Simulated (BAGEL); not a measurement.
**AlNH2Cl (SMILES [NH2][Al][Cl]): UHF/6-31G(d) (density fitting with qzvpp-jkfit, spherical functions)**

Aim: the vertical electron affinity of AlNH2Cl at UHF/6-31G* (density fitting with qzvpp-jkfit, spherical functions), from 2 runs. 

The results are computed with BAGEL 1.2.2.

2 further runs of the same task are left out: 2 that didn't finish. Runs told in other sessions of the task aren't counted.

## Step 1: The structure to begin with

AlNH2Cl has 5 atoms, charge 0, and is taken as a doublet. SMILES: `[NH2][Al][Cl]`. The shape is that of a PBE0-D4/def2-TZVP optimisation. This is one conformer, not always the lowest.

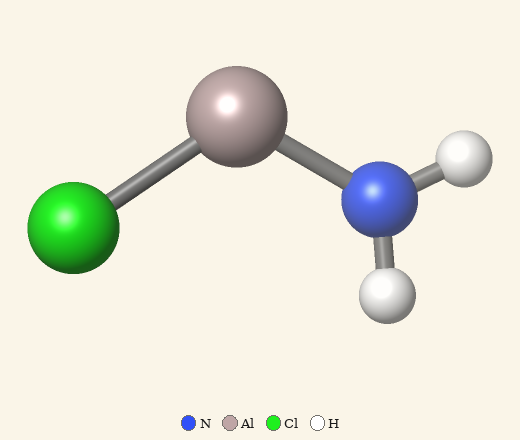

The structure, seen from a chosen angle (nitrogen blue, aluminium light grey, chlorine green, hydrogen white).

## Step 2: A single-point energy at UHF/6-31G(d) (density fitting with qzvpp-jkfit, spherical functions)

calc.json reads:

```json
{ "bagel" : [

{
  "title" : "molecule",
  "basis" : "6-31gs.json",
  "df_basis" : "qzvpp-jkfit",
  "angstrom" : true,
  "geometry" : [
    { "atom" : "N", "xyz" : [      -0.549400,       0.461700,      -0.232000 ] },
    { "atom" : "Al", "xyz" : [       0.402600,      -0.291600,       1.049100 ] },
    { "atom" : "Cl", "xyz" : [       1.907000,      -1.649700,       0.440800 ] },
    { "atom" : "H", "xyz" : [      -1.293600,       1.123300,      -0.083500 ] },
    { "atom" : "H", "xyz" : [      -0.416600,       0.282700,      -1.215900 ] }
  ]
},

{ "title" : "uhf", "nopen" : 1 },

{ "title" : "print", "file" : "orbitals.molden", "orbitals" : true }

]}
```

The basis set 6-31G* is read from a file made from the Basis Set Exchange's data (not shown).

Launch:

```bash
$ BAGEL_NUM_THREADS=1 BAGEL calc.json > calc.out
```

Standard output:

```text
* using 1 threads per process

  ===============================================================
  ===============================================================

  *** Geometry ***

  { "atom" : "N", "xyz" : [     -1.038216,      0.872487,     -0.438416 ] },
  { "atom" : "Al", "xyz" : [      0.760804,     -0.551044,      1.982512 ] },
  { "atom" : "Cl", "xyz" : [      3.603708,     -3.117481,      0.832991 ] },
  { "atom" : "H", "xyz" : [     -2.444550,      2.122729,     -0.157792 ] },
  { "atom" : "H", "xyz" : [     -0.787260,      0.534226,     -2.297718 ] },

  Number of auxiliary basis functions:      369

  Since a DF basis is specified, we compute 2- and 3-index integrals:
    o Being stored without compression. Storage requirement is 0.009 GB

  Number of basis functions:       54
  Number of electrons      :       39

    * METHOD: MOLECULE                             0.09

  *** Open-shell HF ***

  === Nuclear Repulsion ===
   119.5241693344

      * DIIS with orbital gradients will be used.

  === UHF iteration (6-31gs.json) ===
      0       -756.86520604          0.05365452           0.03
      1       -757.00250685          0.03490048           0.03
      2       -757.04799040          0.02187146           0.03
      3       -757.07452020          0.00137440           0.03
      4       -757.07535316          0.00043823           0.03
      5       -757.07546146          0.00015321           0.03
      6       -757.07548435          0.00003495           0.03
      7       -757.07548746          0.00001277           0.03
      8       -757.07548812          0.00000601           0.03
      9       -757.07548832          0.00000220           0.03
     10       -757.07548835          0.00000096           0.03
     11       -757.07548837          0.00000054           0.03
     12       -757.07548837          0.00000028           0.03
     13       -757.07548837          0.00000012           0.03
     14       -757.07548837          0.00000005           0.03
     15       -757.07548837          0.00000002           0.03
     16       -757.07548837          0.00000001           0.03
    * SCF iteration converged.

    * S^2 (UHF) is 0.7530

    * Permanent dipole moment:
           (    0.853280,    -0.752227,    -0.064240) a.u.

    * METHOD: UHF                                  0.61

    * METHOD: PRINT                                0.01

  ===============================================================
```

Wall time 0.84 s (1 thread of Arm Neoverse V2, shared host).

## Step 3: The singlet anion, same level

input.json reads:

```json
{ "bagel": [

{
  "title": "molecule",
  "basis": "6-31gs.json",
  "df_basis": "qzvpp-jkfit",
  "angstrom": true,
  "geometry": [
    { "atom": "N", "xyz": [   -0.549400,    0.461700,   -0.232000 ] },
    { "atom": "Al", "xyz": [    0.402600,   -0.291600,    1.049100 ] },
    { "atom": "Cl", "xyz": [    1.907000,   -1.649700,    0.440800 ] },
    { "atom": "H", "xyz": [   -1.293600,    1.123300,   -0.083500 ] },
    { "atom": "H", "xyz": [   -0.416600,    0.282700,   -1.215900 ] }
  ]
},
{
  "title": "hf",
  "charge": -1
},
{
  "title": "print",
  "file": "orbitals.molden",
  "orbitals": true
}

]}
```

The basis set 6-31G* is read from a file made from the Basis Set Exchange's data (not shown).

Launch:

```bash
$ BAGEL_NUM_THREADS=1 BAGEL input.json > input.out
```

Standard output:

```text
* using 1 threads per process

  ===============================================================
  ===============================================================

  *** Geometry ***

  { "atom" : "N", "xyz" : [     -1.038216,      0.872487,     -0.438416 ] },
  { "atom" : "Al", "xyz" : [      0.760804,     -0.551044,      1.982512 ] },
  { "atom" : "Cl", "xyz" : [      3.603708,     -3.117481,      0.832991 ] },
  { "atom" : "H", "xyz" : [     -2.444550,      2.122729,     -0.157792 ] },
  { "atom" : "H", "xyz" : [     -0.787260,      0.534226,     -2.297718 ] },

  Number of auxiliary basis functions:      369

  Since a DF basis is specified, we compute 2- and 3-index integrals:
    o Being stored without compression. Storage requirement is 0.009 GB

  Number of basis functions:       54
  Number of electrons      :       39

    * METHOD: MOLECULE                             0.09

  *** RHF ***

  === Nuclear Repulsion ===
   119.5241693344

      * DIIS with orbital gradients will be used.

  === RHF iteration (6-31gs.json) ===
      0       -756.80975523          0.03003351           0.01
      1       -756.97946063          0.01968929           0.02
      2       -757.06713305          0.00180786           0.02
      3       -757.06971721          0.00055464           0.02
      4       -757.07007170          0.00017593           0.01
      5       -757.07011934          0.00005155           0.01
      6       -757.07012260          0.00001165           0.02
      7       -757.07012275          0.00000302           0.02
      8       -757.07012276          0.00000100           0.01
      9       -757.07012276          0.00000036           0.02
     10       -757.07012276          0.00000012           0.02
     11       -757.07012276          0.00000005           0.02
     12       -757.07012276          0.00000002           0.02
     13       -757.07012276          0.00000001           0.02
    * SCF iteration converged.

    * Permanent dipole moment:
           (   -0.008051,     0.135917,     2.021195) a.u.

    * METHOD: HF                                   0.28

    * METHOD: PRINT                                0.01

  ===============================================================
```

Wall time 0.52 s (1 thread of Arm Neoverse V2, shared host).

## Step 4: Results

Level: UHF/6-31G* (density fitting with qzvpp-jkfit, spherical functions).

```
                                                            quantity          value
                                       doublet AlNH2Cl: total energy  -757.07549 Eh
                                      doublet AlNH2Cl: dipole moment         2.90 D
                                               doublet AlNH2Cl: ⟨S²⟩          0.753
                                         singlet anion: total energy  -757.07012 Eh
                                          singlet anion: HOMO energy       -0.61 eV
                                          singlet anion: LUMO energy        7.40 eV
singlet anion: HOMO–LUMO gap (to an unbound level, set by the basis)        8.01 eV
                   vertical electron affinity (to the singlet anion)      -0.146 eV
```

The anion lies 0.15 eV (3.4 kcal/mol) above the neutral: the electron isn't bound at this level, and such a value depends on the basis. Without diffuse functions anions come out too high. Hartree–Fock misses the correlation that binds many anions.
